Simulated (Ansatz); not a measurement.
Base system: MgSe in the rock salt structure (space group Fm-3m, No. 225; a = 5.450 Å). Axes: x, y, z lie along the cube axes.

It is then changed as follows: biaxial strain −2.00 %, plane normal [001], relaxed out of plane (Cartesian); in-plane vectors clamped, the third vector and the atoms free.

The values are results of PBEsol (Ansatz, a program for electronic structure, PAW, without spin-orbit coupling), not measurements.

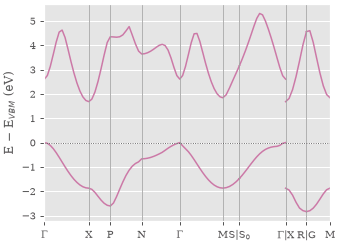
Figure: Highest valence and lowest conduction band along the path of the changed cell's own zone

The gap is 1.68 eV, indirect, Γ → X; the base has 1.78 eV.

Whether these cells are dynamically stable was not tested. Labels are those of the standard path for the cell's own space group.
